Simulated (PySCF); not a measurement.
# C₄H₄ClFO: excited states

Aim: compute the excited states of C₄H₄ClFO (`OC[C@]1(Cl)C=C1F`).

Computed with PySCF 2.14.0 and routines of our own; the level stands in each step. Atoms count from 0.

## (1) The starting structure

11 atoms, charge 0, multiplicity 1; geometry from: GFN2-xTB.

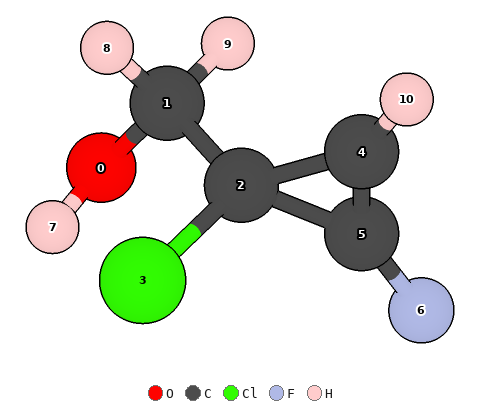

The starting geometry (oxygen red, carbon dark grey, chlorine green, fluorine light blue, hydrogen pink).

## (2) Relaxing the molecule at PBE0-D3(BJ)/def2-SVP

What the job is given:

```
{"job": {"xc": "PBE0", "basis": "def2-SVP", "d3": "d3bj", "grid": 1, "kind": "geom"}, "charge": 0, "multiplicity": 1}
O     -1.566520    -1.172601    -0.707763
C     -1.008412     0.100267    -0.561583
C      0.172111     0.109075     0.392237
Cl    -0.379185    -0.323559     2.055157
C      1.363764     1.022021     0.268028
C      1.554446    -0.244839     0.026905
F      2.366239    -1.218509    -0.289661
H     -1.795738    -1.507303     0.169608
H     -1.759393     0.821743    -0.206315
H     -0.668493     0.403343    -1.555482
H      1.726606     2.013030     0.382907
```

Started as:

```
> OMP_NUM_THREADS=1 python excited_run.py task.json out
```

The driver reads the jobs from task.json and runs them one after another.

Standard output:

```text
step   0  E = -789.10067356  max force = 0.024314
step   1  E = -789.10061535  max force = 0.008328
step   2  E = -789.10205330  max force = 0.008184
step   3  E = -789.10258031  max force = 0.003105
step   4  E = -789.10265722  max force = 0.001440
step   5  E = -789.10269695  max force = 0.000776
step   6  E = -789.10271123  max force = 0.000876
step   7  E = -789.10271615  max force = 0.000772
step   8  E = -789.10272268  max force = 0.000397
optimisation converged
```

Run time: 33 s. Hardware: 1 thread of Arm Neoverse V2, shared host; peak memory 0.57 GiB.

Relaxation path: (the energy doesn't fall at every step)

| step | energy from step 0 (eV) | largest force component (eV/Å) |
| --- | --- | --- |
| 0 | 0.0000 | 1.2503 |
| 1 | 0.0016 | 0.4282 |
| 2 | -0.0375 | 0.4208 |
| 3 | -0.0519 | 0.1597 |
| 4 | -0.0540 | 0.0740 |
| 5 | -0.0551 | 0.0399 |
| 6 | -0.0554 | 0.0450 |
| 7 | -0.0556 | 0.0397 |
| 8 | -0.0558 | 0.0204 |

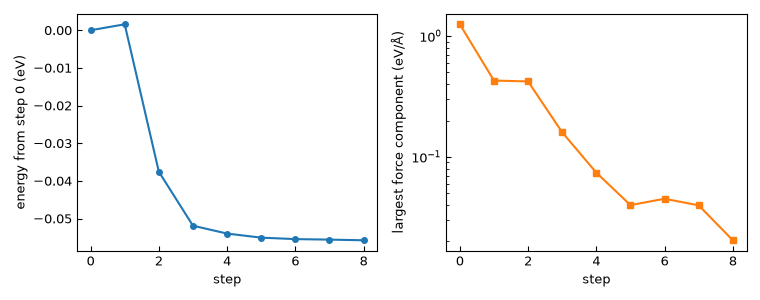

Energy and largest force along the relaxation.

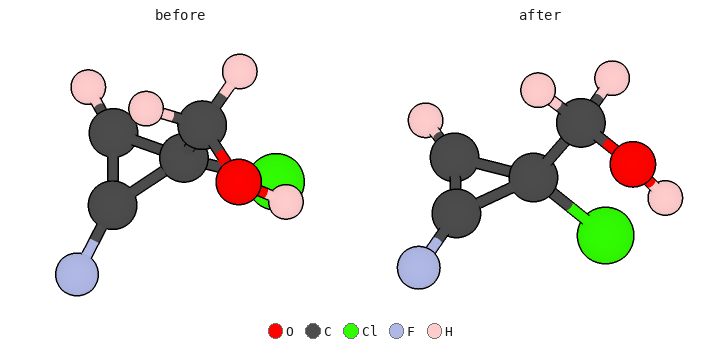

Before and after, at one scale.

Distances of close pairs at the start and the end, largest changes first:

| bond | before (Å) | after (Å) | change (Å) |
| --- | --- | --- | --- |
| C2–Cl3 | 1.805 | 1.839 | +0.034 |
| C2–C5 | 1.473 | 1.445 | -0.028 |
| C4–H10 | 1.062 | 1.086 | +0.024 |
| C5–F6 | 1.307 | 1.295 | -0.011 |
| C1–H8 | 1.100 | 1.109 | +0.009 |
| C1–H9 | 1.093 | 1.102 | +0.008 |
| O0–C1 | 1.398 | 1.391 | -0.007 |
| C2–C4 | 1.506 | 1.500 | -0.007 |

The end geometry stands in the next job.

| at the end point | value |
| --- | --- |
| point group (found at 0.08 Å tolerance) | C1 |
| rotational constants (GHz, main isotopes) | 2.668, 1.753, 1.391 |
| dipole moment (D) | 2.45 |

## (3) Excited states: TDDFT CAM-B3LYP/def2-SVPD

What the job is given:

```
{"job": {"kind": "states", "xc": "CAM-B3LYP", "basis": "def2-SVPD", "tpa": true, "nstates": 6, "nquad": 5, "ntriplets": 0}, "charge": 0, "multiplicity": 1}
O     -1.956305    -0.769588    -0.115230
C     -1.102798     0.327990    -0.087338
C      0.326711    -0.045831     0.244729
Cl     0.311760    -0.883517     1.881457
C      1.540215     0.756483    -0.119490
C      1.374155    -0.402418    -0.684893
F      1.818201    -1.317282    -1.487009
H     -1.849446    -1.222785     0.732193
H     -1.428563     1.104302     0.635009
H     -1.108019     0.784001    -1.090083
H      2.083587     1.673600     0.086956
```

Method: TDDFT CAM-B3LYP/def2-SVPD excited states, vertical, gas phase, two-photon moments by quadratic response.

Standard output:

```text
coarse grid: 10624 points
cycle   1  E = -789.2857893168  dE =  1.358e+00  |g| = 7.350e-01  |ddm| = 4.807e+00
cycle   2  E = -789.2392871817  dE =  4.650e-02  |g| = 9.294e-01  |ddm| = 1.835e+00
cycle   3  E = -789.3992231115  dE = -1.599e-01  |g| = 6.699e-02  |ddm| = 1.053e+00
cycle   4  E = -789.4000542938  dE = -8.312e-04  |g| = 2.837e-02  |ddm| = 1.390e-01
cycle   5  E = -789.4002210978  dE = -1.668e-04  |g| = 1.242e-02  |ddm| = 6.180e-02
cycle   6  E = -789.4002563283  dE = -3.523e-05  |g| = 3.140e-03  |ddm| = 2.434e-02
cycle   7  E = -789.4002590494  dE = -2.721e-06  |g| = 8.621e-04  |ddm| = 8.019e-03
final grid: 100880 points
cycle   8  E = -789.5080793826  dE = -2.772e-05  |g| = 2.593e-03  |ddm| = 6.731e-02
cycle   9  E = -789.5080792099  dE =  1.727e-07  |g| = 2.915e-03  |ddm| = 7.902e-03
cycle  10  E = -789.5080808701  dE = -1.660e-06  |g| = 3.257e-04  |ddm| = 3.369e-03
cycle  11  E = -789.5080808874  dE = -1.731e-08  |g| = 1.632e-04  |ddm| = 6.722e-04
cycle  12  E = -789.5080808935  dE = -6.094e-09  |g| = 3.179e-05  |ddm| = 2.582e-04
cycle  13  E = -789.5080808937  dE = -2.315e-10  |g| = 1.432e-05  |ddm| = 7.762e-05
converged SCF energy = -789.5080808937

Singlet excitations
state   eV       nm        f     d(h-e)  d(exc)  Lambda  PR(NTO)  |dmu|/D   mu/D   delta(TPA)   sigma/GM   main configurations
  1   6.6759   185.7   0.03868   1.067   2.862   0.591   1.107    3.256    1.861        6.19      0.101   H->L 0.76, H-1->L 0.15
  2   6.8423   181.2   0.02315   0.927   2.705   0.497   1.238    2.593    1.663        8.90      0.153   H-1->L 0.65, H->L 0.16
  3   7.2521   171.0   0.06064   0.445   2.989   0.443   2.231    1.178    2.315       11.97      0.231   H->L+1 0.31, H-2->L 0.28
  4   7.2963   169.9   0.01350   0.639   3.122   0.414   2.150    2.501    3.156       10.33      0.201   H->L+1 0.48
  5   7.3622   168.4   0.00689   0.641   2.736   0.446   2.059    1.473    2.051        3.63      0.072   H-1->L+2 0.28, H-2->L 0.22, H-3->L 0.10
  6   7.5245   164.8   0.03703   0.644   3.081   0.443   1.528                                            H->L+2 0.63
```

Wall time 32 s (1 thread of Arm Neoverse V2, shared host); peak memory 0.73 GiB.

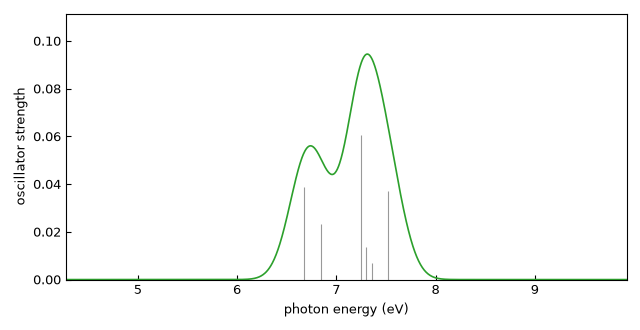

Absorption lines of the singlets. Lines are broadened to a width of 0.40 eV (Gaussian).

The fields below are evaluated on a grid from the run's orbitals.

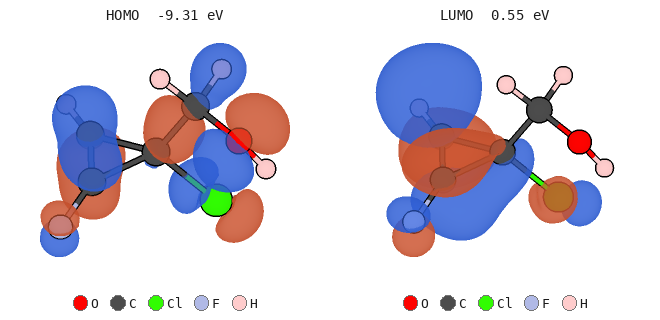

Frontier orbitals at CAM-B3LYP/def2-SVPD; each surface holds 70 % of the orbital's density, blue and red mark the sign.

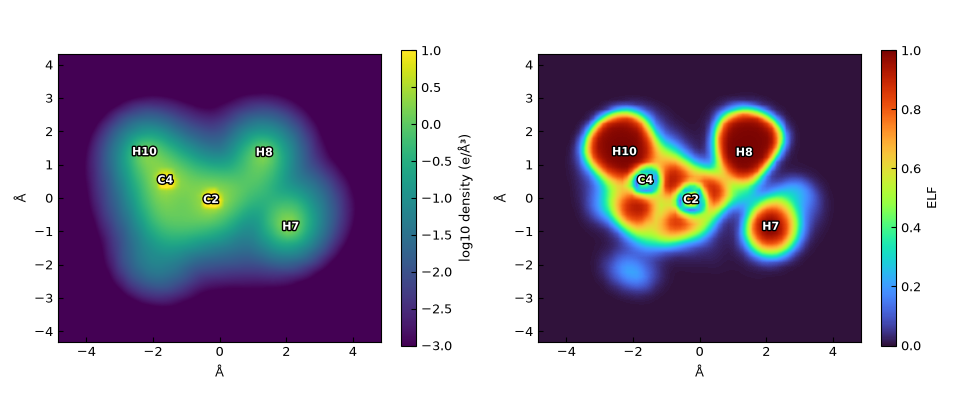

Density (left) and ELF (right) in a plane through or near 5 of the atoms.

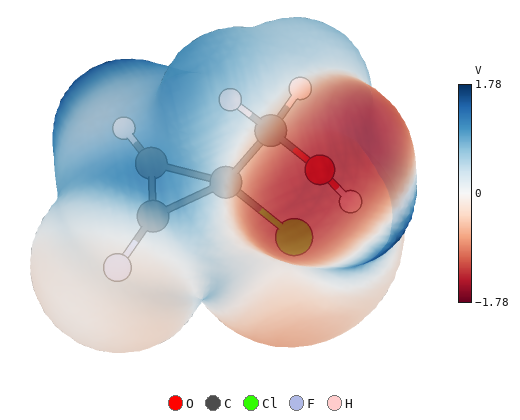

Electrostatic potential on the surface of density 0.002 e/bohr³; red is low, blue high. It runs from -1.47 V near O0 to 1.78 V near H10.

## (4) Summary of results

| quantity | value |
| --- | --- |
| point group | C1 |
| rotational constants (main isotopes) | 2.67, 1.75, 1.39 GHz |
| potential on the surface of density 0.002 e/bohr³, 1st and 99th percentile | -1.47 V and 1.78 V |

The optimisation took 8 steps and gained 0.056 eV; among the close pairs (by a distance rule), C2–Cl3 changed most, from 1.805 to 1.839 Å. No frequency check was run at this level, so the end point may be a saddle.
